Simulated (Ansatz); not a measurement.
# CsNaCaH4 (built on the sites of a database entry of Cs2CaH4): following an unstable mode, part 2 of 2

Which phase does CsNaCaH4 (built on the sites of a database entry of Cs2CaH4) fall into along its unstable mode, and how much energy does it gain?

Ansatz 0.2.0; DFT PBE+D3(BJ), scalar-relativistic, plane waves, PAW.

So far. Step 3 (The mode frozen in, largest atomic shift 0.6 Å): The run ends at a pressure of -0.13 GPa, with forces up to 0.26 eV/Å. Step 4 (Energy along the mode, all amplitudes (two of the runs …): The lowest of the steps tried is the last one, at 0.6 Å, 3.48 meV/atom below the parent; the bottom of the well need not coincide with a step.

## (5) Relaxation from the frozen mode

Starting from the lowest point found, all atoms and the cell are let go, so that strain and other modes of the same symmetry can join in.

Input file input.yaml:

```yaml
crystal:
  lattice:
    - [-2.1944327844, 2.1944327844, 7.0405900667]
    - [2.1944327844, -2.1944327844, 7.0405900667]
    - [2.1944327844, 2.1944327844, -7.0405900667]
  atoms:
    - { symbol: Na, position: [0.6284172236, 0.6270816495, -0.0230936122] }
    - { symbol: Cs, position: [0.346203316, 0.3462082663, 8.55977e-05] }
    - { symbol: Ca, position: [0.0048208647, 0.0052858126, 0.0080394835] }
    - { symbol: H, position: [0.8383763929, 0.839327927, 0.0164531178] }
    - { symbol: H, position: [0.2456335765, 0.2567961679, 0.1930140383] }
    - { symbol: H, position: [0.0004758702, 0.5221230229, 0.4944251791] }
    - { symbol: H, position: [0.5212443285, -0.0011950968, 0.4918755176] }
kpoints:
  mp_grid: { grid: [8, 8, 8] }
hamiltonian:
  xc: pbe
  dispersion: d3bj
scf:
  occupations: { method: fixed }
output:
  forces: true
  stress: true
  eigenvalues: true
relax:
  adjacent_minimum: "off"
  f_tol: 0.002
  max_steps: 120
  cell: { stress_tol: 0.03 }
```

Run with:

```bash
$ ansatz run input.yaml --threads 8 --pin off --max-ram 14336MiB --backend cpu --events-out ev --progress --plain --runs-dir out
```

Numbers of over 12 decimals in the logs are rounded to 6 here.

Log:

```text
[...]
Crystal: 7 atoms, lattice volume = 135.617 Å³
Basis set: ecut = 420 eV, 2703 PW (Γ), FFT grids on a1+a3, a2+a3, a3, exchange–correlation on 60×60×108 points (8 copies of the dense FFT grid, shifted against one another)
Bands: 23, of which v1, the nominal top of the filled ones, is band 16 counted from 1 (15 counted from 0)
Symmetry: 1 space group operations
[...]
k-points: 260 of 512 (time reversal used)
[...]
SCF iter   1: F=—  HF=-9040.030535 eV  |F-HF|=—  |Δ(HF+E_count)|=         —  Δρ=1.29e-3  dr2=3.57e-3  ethr=1.77e-3  ⟨swp⟩=4.4  Hψ=27355  notcnv=0  defer=1231
[...]
SCF iter   6: F=-9040.030719 eV  HF=-9040.030719 eV  |F-HF|=2.95e-8  |Δ(HF+E_count)|=   4.67e-7  Δρ=3.90e-6  dr2=2.40e-8  ethr=3.13e-10  ⟨swp⟩=13.1  Hψ=40387  notcnv=0
SCF 1 converged in 6 iterations: F = -9040.030719 eV  dr2 = 2.40e-8
[...]
relax step   1: F+E_penalty+E_count = -9040.03071857 eV  Δ(F+E_penalty+E_count) = +0.000e0 eV  max|allowed force component| = 1.570e-1 eV/Å  Δτ_max = 0.0000 Å  P = -0.126 GPa  Ω = 135.617 Å³  (6 SCF iters, dr2 threshold 1.00e-7 eV, accepted)
Crystal: 7 atoms, lattice volume = 135.348 Å³
Basis set: ecut = 420 eV, 2685 PW (Γ), FFT grids on a1+a3, a2+a3, a3, exchange–correlation on 60×60×108 points (8 copies of the dense FFT grid, shifted against one another)
[...]
iter 1 solved again at ethr=1.28e-4 eV; its pass at ethr=3.10e-3 eV (dr2=4.11e-2 eV) is discarded
[...]
SCF iter   6: F=-9040.007922 eV  HF=-9040.007922 eV  |F-HF|=7.73e-8  |Δ(HF+E_count)|=   1.72e-6  Δρ=5.73e-6  dr2=5.46e-8  ethr=2.19e-9  ⟨swp⟩=10.6  Hψ=37136  notcnv=0
SCF 2 converged in 6 iterations: F = -9040.007922 eV  dr2 = 5.46e-8
relax step   2: F+E_penalty+E_count = -9040.00792188 eV  Δ(F+E_penalty+E_count) = +2.280e-2 eV  max|allowed force component| = 3.634e-1 eV/Å  Δτ_max = 0.1652 Å  P = +0.326 GPa  Ω = 135.348 Å³  energy of the carried Pulay correction = +9.162e-5 eV  (6 SCF iters, dr2 threshold 7.00e-7 eV, rejected (line search))
Crystal: 7 atoms, lattice volume = 135.760 Å³
Basis set: ecut = 420 eV, 2693 PW (Γ), FFT grids on a1+a3, a2+a3, a3, exchange–correlation on 60×60×108 points (8 copies of the dense FFT grid, shifted against one another)
[...]
SCF iter   9: F=-9040.061567 eV  HF=-9040.061567 eV  |F-HF|=3.64e-12  |Δ(HF+E_count)|=  2.49e-10  Δρ=9.27e-8  dr2=1.16e-11  ethr=1.00e-12  ⟨swp⟩=12.6  Hψ=42480  notcnv=0
SCF 3 converged in 9 iterations: F = -9040.061567 eV  dr2 = 1.16e-11
relax step   3: F+E_penalty+E_count = -9040.06156735 eV  Δ(F+E_penalty+E_count) = -3.085e-2 eV  max|allowed force component| = 7.591e-2 eV/Å  Δτ_max = 0.0806 Å  P = +0.010 GPa  Ω = 135.760 Å³  energy of the carried Pulay correction = -4.879e-5 eV  (9 SCF iters, accepted)
[... from here on, the SCF cycles and remarks between the steps are left out ...]
relax step   4: F+E_penalty+E_count = -9040.08325652 eV  Δ(F+E_penalty+E_count) = -2.169e-2 eV  max|allowed force component| = 7.449e-2 eV/Å  Δτ_max = 0.1000 Å  P = +0.055 GPa  Ω = 135.961 Å³  energy of the carried Pulay correction = -1.170e-4 eV  (5 SCF iters, dr2 threshold 3.93e-7 eV, accepted)
relax step   5: F+E_penalty+E_count = -9040.09634314 eV  Δ(F+E_penalty+E_count) = -1.309e-2 eV  max|allowed force component| = 8.496e-2 eV/Å  Δτ_max = 0.0613 Å  P = +0.084 GPa  Ω = 136.352 Å³  energy of the carried Pulay correction = -2.495e-4 eV  (5 SCF iters, dr2 threshold 3.47e-7 eV, accepted)
relax step   6: F+E_penalty+E_count = -9040.14810313 eV  Δ(F+E_penalty+E_count) = -5.176e-2 eV  max|allowed force component| = 1.315e-1 eV/Å  Δτ_max = 0.1951 Å  P = +0.044 GPa  Ω = 137.685 Å³  energy of the carried Pulay correction = -6.989e-4 eV  (6 SCF iters, dr2 threshold 4.51e-7 eV, accepted)
relax step   7: F+E_penalty+E_count = -9040.18939644 eV  Δ(F+E_penalty+E_count) = -4.129e-2 eV  max|allowed force component| = 8.563e-2 eV/Å  Δτ_max = 0.1902 Å  P = -0.068 GPa  Ω = 138.536 Å³  energy of the carried Pulay correction = -9.832e-4 eV  (6 SCF iters, dr2 threshold 7.00e-7 eV, accepted)
relax step   8: F+E_penalty+E_count = -9040.23747907 eV  Δ(F+E_penalty+E_count) = -4.808e-2 eV  max|allowed force component| = 4.290e-2 eV/Å  Δτ_max = 0.2000 Å  P = -0.120 GPa  Ω = 139.669 Å³  energy of the carried Pulay correction = -1.359e-3 eV  (6 SCF iters, dr2 threshold 4.74e-7 eV, accepted)
relax step   9: F+E_penalty+E_count = -9040.24291035 eV  Δ(F+E_penalty+E_count) = -5.431e-3 eV  max|allowed force component| = 8.305e-2 eV/Å  Δτ_max = 0.2000 Å  P = +0.048 GPa  Ω = 137.016 Å³  energy of the carried Pulay correction = -4.738e-4 eV  (7 SCF iters, dr2 threshold 1.84e-7 eV, accepted)
relax step  10: F+E_penalty+E_count = -9040.22057697 eV  Δ(F+E_penalty+E_count) = +2.233e-2 eV  max|allowed force component| = 2.118e-1 eV/Å  Δτ_max = 0.1284 Å  P = -0.012 GPa  Ω = 136.665 Å³  energy of the carried Pulay correction = -3.553e-4 eV  (6 SCF iters, dr2 threshold 4.31e-7 eV, rejected (line search))
relax step  11: F+E_penalty+E_count = -9040.24834434 eV  Δ(F+E_penalty+E_count) = -5.434e-3 eV  max|allowed force component| = 1.312e-2 eV/Å  Δτ_max = 0.0613 Å  P = -0.004 GPa  Ω = 137.545 Å³  energy of the carried Pulay correction = -6.517e-4 eV  (9 SCF iters, accepted)
relax step  12: F+E_penalty+E_count = -9040.24844692 eV  Δ(F+E_penalty+E_count) = -1.026e-4 eV  max|allowed force component| = 1.179e-2 eV/Å  Δτ_max = 0.0094 Å  P = -0.001 GPa  Ω = 137.626 Å³  energy of the carried Pulay correction = -6.790e-4 eV  (6 SCF iters, dr2 threshold 1.08e-8 eV, accepted)
relax step  13: F+E_penalty+E_count = -9040.24850087 eV  Δ(F+E_penalty+E_count) = -5.395e-5 eV  max|allowed force component| = 5.338e-3 eV/Å  Δτ_max = 0.0094 Å  P = -0.018 GPa  Ω = 137.819 Å³  energy of the carried Pulay correction = -7.438e-4 eV  (6 SCF iters, dr2 threshold 8.68e-9 eV, accepted)
relax step  14: F+E_penalty+E_count = -9040.24854076 eV  Δ(F+E_penalty+E_count) = -3.989e-5 eV  max|allowed force component| = 2.203e-3 eV/Å  Δτ_max = 0.0041 Å  P = -0.003 GPa  Ω = 137.801 Å³  energy of the carried Pulay correction = -7.377e-4 eV  (5 SCF iters, dr2 threshold 4.19e-9 eV, accepted)
relax step  15: F+E_penalty+E_count = -9040.24854938 eV  Δ(F+E_penalty+E_count) = -8.612e-6 eV  max|allowed force component| = 3.197e-4 eV/Å  Δτ_max = 0.0020 Å  P = -0.001 GPa  Ω = 137.790 Å³  energy of the carried Pulay correction = -7.341e-4 eV  (5 SCF iters, dr2 threshold 3.03e-10 eV, accepted)
relax step  16: F+E_penalty+E_count = -9040.25290578 eV  Δ(F+E_penalty+E_count) = -4.356e-3 eV  max|allowed force component| = 3.743e-4 eV/Å  Δτ_max = 0.0000 Å  P = +0.024 GPa  Ω = 137.790 Å³  stress off target by 6.82e-2 GPa  SCF on the basis re-selected at this cell (its energy is not comparable with the rows above)  (7 SCF iters)
relax step  17: F+E_penalty+E_count = -9040.25303169 eV  Δ(F+E_penalty+E_count) = -1.259e-4 eV  max|allowed force component| = 2.908e-3 eV/Å  Δτ_max = 0.0145 Å  P = +0.010 GPa  Ω = 138.069 Å³  energy of the carried Pulay correction = -9.484e-5 eV  (6 SCF iters, dr2 threshold 1.16e-8 eV, accepted)
relax step  18: F+E_penalty+E_count = -9040.25287643 eV  Δ(F+E_penalty+E_count) = +1.553e-4 eV  max|allowed force component| = 1.150e-2 eV/Å  Δτ_max = 0.0184 Å  P = -0.004 GPa  Ω = 138.389 Å³  energy of the carried Pulay correction = -2.034e-4 eV  (7 SCF iters, dr2 threshold 5.28e-10 eV, rejected (line search))
relax step  19: F+E_penalty+E_count = -9040.25302921 eV  Δ(F+E_penalty+E_count) = +2.477e-6 eV  max|allowed force component| = 9.842e-4 eV/Å  Δτ_max = 0.0092 Å  P = +0.003 GPa  Ω = 138.253 Å³  energy of the carried Pulay correction = -1.574e-4 eV  (8 SCF iters, accepted)
relax step  20: F+E_penalty+E_count = -9040.25290709 eV  Δ(F+E_penalty+E_count) = +1.221e-4 eV  max|allowed force component| = 1.063e-2 eV/Å  Δτ_max = 0.0106 Å  P = -0.004 GPa  Ω = 138.480 Å³  energy of the carried Pulay correction = -2.352e-4 eV  (8 SCF iters, rejected (line search))
relax step  21: F+E_penalty+E_count = -9040.25301088 eV  Δ(F+E_penalty+E_count) = +1.834e-5 eV  max|allowed force component| = 3.177e-3 eV/Å  Δτ_max = 0.0053 Å  P = -0.001 GPa  Ω = 138.356 Å³  energy of the carried Pulay correction = -1.925e-4 eV  (8 SCF iters, accepted)
relax step  22: F+E_penalty+E_count = -9040.25296424 eV  Δ(F+E_penalty+E_count) = +4.663e-5 eV  max|allowed force component| = 9.622e-3 eV/Å  Δτ_max = 0.0100 Å  P = +0.002 GPa  Ω = 138.465 Å³  energy of the carried Pulay correction = -2.304e-4 eV  (7 SCF iters, dr2 threshold 6.31e-10 eV, rejected (line search))
relax step  23: F+E_penalty+E_count = -9040.25299549 eV  Δ(F+E_penalty+E_count) = +1.538e-5 eV  max|allowed force component| = 2.116e-3 eV/Å  Δτ_max = 0.0050 Å  P = +0.001 GPa  Ω = 138.417 Å³  energy of the carried Pulay correction = -2.138e-4 eV  (7 SCF iters, accepted)
relax step  24: F+E_penalty+E_count = -9040.25298097 eV  Δ(F+E_penalty+E_count) = +1.452e-5 eV  max|allowed force component| = 4.150e-3 eV/Å  Δτ_max = 0.0032 Å  P = +0.000 GPa  Ω = 138.438 Å³  energy of the carried Pulay correction = -2.211e-4 eV  (6 SCF iters, dr2 threshold 2.80e-10 eV, rejected (line search))
relax step  25: F+E_penalty+E_count = -9040.25299905 eV  Δ(F+E_penalty+E_count) = -3.555e-6 eV  max|allowed force component| = 5.660e-5 eV/Å  Δτ_max = 0.0007 Å  P = +0.000 GPa  Ω = 138.417 Å³  energy of the carried Pulay correction = -2.137e-4 eV  (7 SCF iters, accepted)
[...]
SCF iter   6: F=-9040.253227 eV  HF=-9040.253227 eV  |F-HF|=2.18e-11  |Δ(HF+E_count)|=  2.26e-10  Δρ=6.68e-8  dr2=1.18e-11  ethr=1.00e-12  ⟨swp⟩=14.4  Hψ=45460  notcnv=0
SCF 26 converged in 6 iterations: F = -9040.253227 eV  dr2 = 1.18e-11
relax step  26: F+E_penalty+E_count = -9040.25322695 eV  Δ(F+E_penalty+E_count) = -2.279e-4 eV  max|allowed force component| = 5.464e-5 eV/Å  Δτ_max = 0.0000 Å  P = -0.000 GPa  Ω = 138.417 Å³  stress off target by 2.74e-3 GPa  SCF on the basis re-selected at this cell (its energy is not comparable with the rows above)  (6 SCF iters)
[...]
SCF converged after 6 iterations
Free energy (F): -9040.253227 eV
[...]
Internal energy: -9040.253227 eV  (E = F + TS)
E sigma→0 (E₀):  -9040.253227 eV
Fermi energy:    2.134962 eV
[...]
--- Forces (eV/Å), atoms counted from 1 ---
  atom   1  Na    -0.00002223     0.00003983     0.00002638
  atom   2  Cs     0.00002737    -0.00000787    -0.00005439
  atom   3  Ca    -0.00001199    -0.00003316     0.00001618
  atom   4  H     -0.00002018    -0.00000642     0.00003973
  atom   5  H      0.00000963     0.00003522     0.00001995
  atom   6  H     -0.00001359     0.00000240    -0.00004274
  atom   7  H      0.00003143    -0.00003018    -0.00000336
  max |Σ_I F_I| component: 1.74e-6 eV/Å
--- Stress (GPa, compression-positive) ---
       -0.000785       0.000019      -0.002484
        0.000019      -0.000109       0.000007
       -0.002484       0.000007       0.000410
  P = ⅓ Tr σ = -0.0002 GPa (-0.002 kbar)
--- Band table (eV; the first three rows and the last of 260) ---
  k-point 0: bands = [... 12 lower, -0.7733, 1.1242, 1.5018, 1.8478, 6.4989, 7.5097, 7.5301, 7.6701, ... 3 higher]
  k-point 1: bands = [... 12 lower, -0.5136, 1.2265, 1.5632, 1.8742, 6.1131, 7.0233, 7.1900, 7.6895, ... 3 higher]
  k-point 2: bands = [... 12 lower, 0.1037, 1.3425, 1.6851, 1.8672, 5.6020, 6.5376, 6.7236, 7.3570, ... 3 higher]
  k-point 259: bands = [... 12 lower, -0.2117, 0.4839, 1.4400, 1.8033, 6.6438, 7.3607, 7.6254, 8.1442, ... 3 higher]
--- Relaxed structure (24 steps of the walk, 18 accepted, 2 SCFs on fresh bases) ---
  F+E_penalty+E_count = -9040.25322695 eV   max|allowed force component| = 5.464e-5 eV/Å   (the final SCF, on the basis selected at the relaxed cell)
  cell:  # Å, volume = 138.4172 Å³
    - [-2.931921, 2.271717, 7.171432]
    - [1.498847, -2.271705, 6.724763]
    - [2.931925, 2.271709, -7.171428]
  atoms:
    - { symbol: Na, position: [0.682492, 0.512160, -0.146011] }
    - { symbol: Cs, position: [0.347421, 0.269913, -0.053170] }
    - { symbol: Ca, position: [0.011907, 0.038338, 0.050771] }
    - { symbol: H, position: [0.844528, 0.779075, -0.041117] }
    - { symbol: H, position: [0.174538, 0.411077, 0.260862] }
    - { symbol: H, position: [-0.00404167, 0.514236, 0.542621] }
    - { symbol: H, position: [0.528328, 0.070830, 0.566843] }
```

Elapsed: 4 min, on 8 threads of Arm Neoverse V2, shared host; peak memory 1.1 GiB.

Step by step (22 of 26):

| step | energy less that of the first step (eV) | largest force component (eV/Å) | pressure (GPa) | volume (Å³) |
| --- | --- | --- | --- | --- |
| 1 | 0.0000 | 0.1570 | -0.13 | 135.62 |
| 2 | 0.0228 | 0.3634 | 0.33 | 135.35 |
| 3 | -0.0308 | 0.0759 | 0.01 | 135.76 |
| 5 | -0.0656 | 0.0850 | 0.08 | 136.35 |
| 6 | -0.1174 | 0.1315 | 0.04 | 137.69 |
| 7 | -0.1587 | 0.0856 | -0.07 | 138.54 |
| 8 | -0.2068 | 0.0429 | -0.12 | 139.67 |
| 9 | -0.2122 | 0.0830 | 0.05 | 137.02 |
| 11 | -0.2176 | 0.0131 | 0.00 | 137.54 |
| 12 | -0.2177 | 0.0118 | 0.00 | 137.63 |
| 13 | -0.2178 | 0.0053 | -0.02 | 137.82 |
| 14 | -0.2178 | 0.0022 | 0.00 | 137.80 |
| 15 | -0.2178 | 0.0003 | 0.00 | 137.79 |
| 16* | -0.2222 | 0.0004 | 0.02 | 137.79 |
| 18 | -0.2222 | 0.0115 | 0.00 | 138.39 |
| 19 | -0.2223 | 0.0010 | 0.00 | 138.25 |
| 20 | -0.2222 | 0.0106 | 0.00 | 138.48 |
| 21 | -0.2223 | 0.0032 | 0.00 | 138.36 |
| 22 | -0.2222 | 0.0096 | 0.00 | 138.47 |
| 24 | -0.2223 | 0.0042 | 0.00 | 138.44 |
| 25 | -0.2223 | 0.0001 | 0.00 | 138.42 |
| 26* | -0.2225 | 0.0001 | 0.00 | 138.42 |

Relaxation steps marked * repeat the geometry before them on a plane-wave basis chosen anew for their cell, so energy and pressure can jump there. Other such steps can lie between the rows shown. Relaxation steps 2, 10, 18, 20, 22, 24 were tried and not accepted.

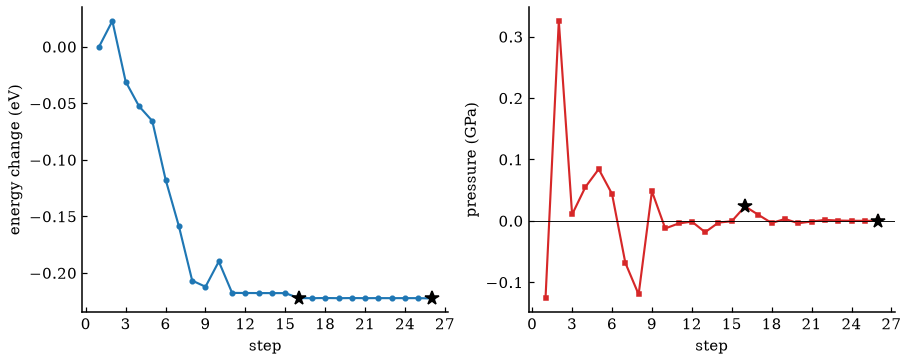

Energy and pressure along the relaxation. Stars mark steps on a basis chosen anew.

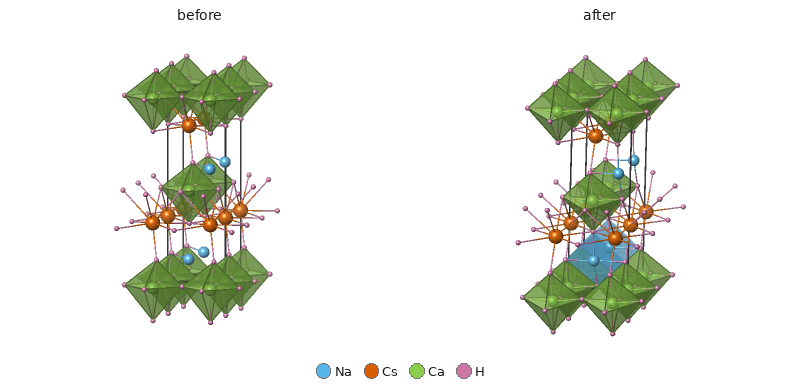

The structure before and after the relaxation, drawn at the same scale.

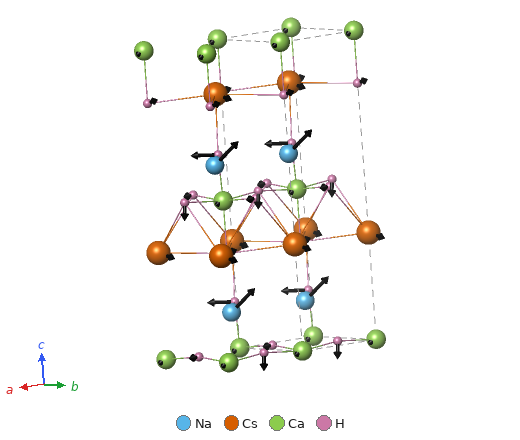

Displacements in the relaxation, exaggerated, measured against the changing cell; the longest in the cell stands for 0.86 Å. 2×1×1 conventional cells are drawn. Some periodic images of atoms are drawn too.

| cell as run | before | after | change |
| --- | --- | --- | --- |
| a (Å) | 7.694 | 8.074 | +4.9 % |
| b (Å) | 7.694 | 7.255 | -5.7 % |
| c (Å) | 7.694 | 8.074 | +4.9 % |
| α (°) | 146.86 | 146.77 | -0.1 % |
| β (°) | 146.86 | 147.32 | +0.3 % |
| γ (°) | 47.57 | 48.68 | +2.3 % |
| volume (Å³/atom) | 19.37 | 19.77 | +2.1 % |

The atoms that moved most (Å, as changes of fractional coordinates times the final cell):

| atom | dx | dy | dz | length |
| --- | --- | --- | --- | --- |
| Na1 | -0.691 | 0.105 | 0.496 | 0.857 |
| H5 | 0.639 | -0.358 | 0.041 | 0.733 |
| H6 | 0.143 | 0.117 | -0.431 | 0.469 |
| H7 | 0.307 | 0.023 | -0.002 | 0.308 |
| Cs2 | -0.274 | 0.055 | -0.122 | 0.305 |
| H4 | -0.277 | 0.020 | 0.052 | 0.283 |
| Ca3 | 0.154 | 0.038 | -0.033 | 0.162 |

This step gave:

```
pressure          : -1.62e-4 GPa
gap on the k-mesh : 2.787 eV
volume per atom   : 19.77 Å³
```

The distorted start has space group P1; the relaxation ends in Cm.

## (6) The new phase in its own primitive cell

The relaxed structure is symmetrised, reduced to its primitive cell and relaxed tightly, as its phonons need.

Input file input.yaml:

```yaml
crystal:
  lattice:
    - [6.8897758399, -2.2717129085, 0.0]
    - [6.8897758399, 2.2717129085, 0.0]
    - [-0.5279328727, 0.0, 4.4218251535]
  atoms:
    - { symbol: Na, position: [0.3418294949, 0.3418294949, 0.1714968263] }
    - { symbol: Cs, position: [0.6769092302, 0.6769092302, 0.5994097448] }
    - { symbol: Ca, position: [0.0124237899, 0.0124237899, 0.0388634766] }
    - { symbol: H, position: [0.1798010427, 0.1798010427, 0.1143549727] }
    - { symbol: H, position: [0.8497847209, 0.8497847209, 0.0863242604] }
    - { symbol: H, position: [0.0283742537, 0.0283742537, 0.5466630811] }
    - { symbol: H, position: [0.4960036776, 0.4960036776, 0.0385153875] }
kpoints:
  mp_grid: { grid: [6, 6, 4] }
hamiltonian:
  xc: pbe
  dispersion: d3bj
scf:
  occupations: { method: fixed }
output:
  forces: true
  stress: true
  eigenvalues: true
relax:
  adjacent_minimum: "off"
  f_tol: 0.001
  max_steps: 60
  cell: { stress_tol: 0.01 }
```

Log:

```text
[...]
Crystal: 7 atoms, lattice volume = 138.417 Å³
Basis set: ecut = 420 eV, 2715 PW (Γ), exchange–correlation on 100×100×60 points (8 copies of the dense FFT grid, shifted against one another)
Bands: 23, of which v1, the nominal top of the filled ones, is band 16 counted from 1 (15 counted from 0)
Symmetry: 2 space group operations
[...]
atoms:
    - { symbol: Na, position: [0.341829, 0.341829, 0.1714968263] }
    - { symbol: Cs, position: [0.676909, 0.676909, 0.5994097448] }
    - { symbol: Ca, position: [0.0124237899, 0.0124237899, 0.038863] }
    - { symbol: H, position: [0.179801, 0.179801, 0.1143549727] }
    - { symbol: H, position: [0.8497847209, 0.8497847209, 0.0863242604] }
    - { symbol: H, position: [0.028374, 0.028374, 0.5466630811] }
    - { symbol: H, position: [0.496004, 0.496004, 0.0385153875] }
[key lines of the parts left out:]
SCF converged after 7 iterations
Free energy (F): -9040.253274 eV
Fermi energy:    2.135015 eV
P = ⅓ Tr σ = -0.0002 GPa (-0.002 kbar)
```

Elapsed: 3.7 s, on 8 threads; peak memory 0.59 GiB; 28 s of CPU time.

Little changed from the start: no atom moved by 0.005 Å and no cell edge by 0.1 %.

A gap read on the k-mesh alone can miss the band edges.

Numbers from this step:

| Quantity | Value |
| --- | --- |
| pressure | -2.21e-4 GPa |
| direct gap on mesh | 2.922 eV |

The largest force component left is 0.13 meV/Å and the pressure is 0.000 GPa, within the tolerances set. The cell now holds 19.77 Å³/atom.

## (7) Results

| Item | Value |
| --- | --- |
| unstable mode of the parent | q = (0, 0, 0), 219i cm⁻¹ |
| depth at the lowest point sampled | 3.48 meV/atom |
| largest atomic shift at that point | 0.6 Å |
| space group reached (within 0.01 Å) | Cm |
| energy gained over the parent (first relaxation, on the mesh of the frozen mode) | 35.3 meV/atom |
| volume per atom, phase reached | 19.8 Å³ |
| gap on the k-mesh, phase reached | 2.79 eV |

**Reading.** Along this mode the structure falls into Cm, 35.3 meV/atom below the parent. At the parent's cell the well is 3.48 meV/atom deep on the steps tried, with its lowest point at a shift of 0.6 Å. That is the last step tried, so the steps alone don't bracket the bottom of the well. Relaxing atoms and cell changes the gain by +31.79 meV/atom against the lowest step (energies at zero smearing). Most of the total comes from this relaxation. The modes of the phase reached were not computed on this path. Of the 2 patterns followed to their end from this parent, this one reaches the lowest energy. Each path keeps the symmetry of its pattern, so a lower phase may lie along a pattern not tried. Spin-orbit coupling is left out, which can matter for the heavy elements here. The starting cell was built on a prototype and not taken from a measurement, so the phase need not exist.

[Logs are printed without paths, hosts, clocks, repeated set-up lines and the standing remarks that a program may print on its own settings, such as how far it seeks lower states.]

[Hosts, paths, dates, database ids (printed as entryN), source tags and the programs' standing remarks are cut or masked in the printed files.]
